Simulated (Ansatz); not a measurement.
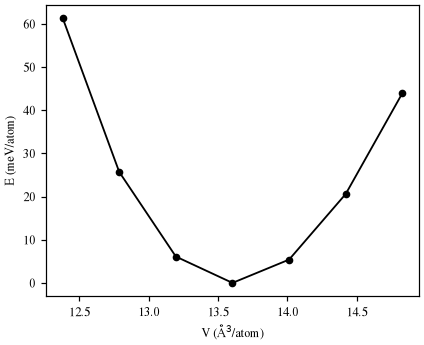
Fig. 1. Ti2GaC in space group P6_3/mmc (No. 194; Ti on 4f, Ga on 2d, C on 2a) under volume change, r²SCAN (plane waves, PAW; program Ansatz), shape and atoms relaxed at each volume.

**Question.** What does a third-order Birch–Murnaghan fit give for V₀, B₀ and B′?

**Answer.** V₀ = 13.60 Å³/atom, B₀ = 150 GPa, B′ = 4.5.

The first step of the workflow began from a Materials Project structure, measured or hypothetical; the Crystallography Open Database copy checked does not list it. Its standing as an ambient phase is unchecked. Symmetry was held in the r²SCAN relaxation; whether a distortion lowers the energy is not shown. The run is not spin-polarised.

Potentials: the later of the program's two PAW sets.
